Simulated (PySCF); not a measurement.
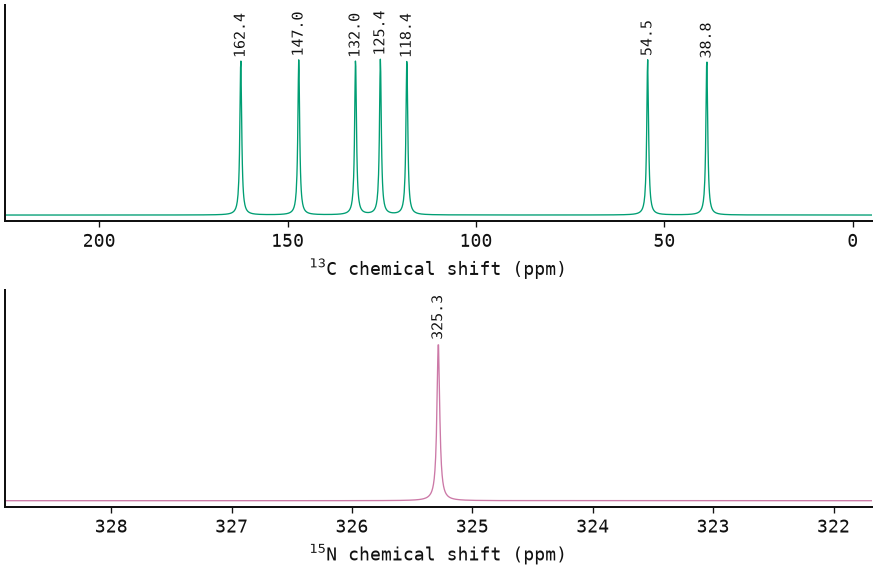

GIAO shifts, PBE0/pcSseg-1 with PySCF 2.14.0, at a GFN2-xTB geometry (no frequency check), against TMS for ¹³C and NH₃ for ¹⁵N computed at the same level (¹⁵N: a single molecule, while the usual scales start at liquid NH₃ or nitromethane; multiply bonded nitrogen can come out tens of ppm too deshielded). Gas phase, fully decoupled, line heights follow the number of nuclei, widths are arbitrary (no quadrupolar broadening); values of one conformer, averaged over methyl-type rotors and exact or near symmetry; other conformers aren't averaged in.

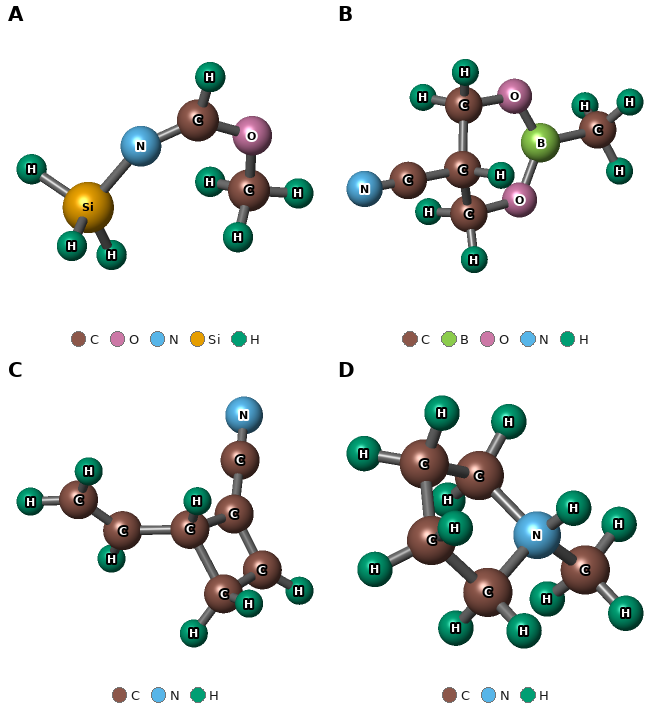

Which molecule was computed? Choose among the lettered structures. Charge and spin: A neutral singlet; B neutral singlet; C neutral singlet; D +1 singlet.

Structure C, C₇H₇N, SMILES C=C[C@H]1CC=C1C#N. Its ¹³C signals: 162.4 (1 C), 147.0 (1 C), 132.0 (1 C), 125.4 (1 C), 118.4 (1 C), 54.5 (1 C), 38.8 (1 C) ppm. Its ¹⁵N signals: 325.3 (1 N) ppm.

Known limits of this run: the tight-binding geometry is rougher than a DFT one and adds to the error.
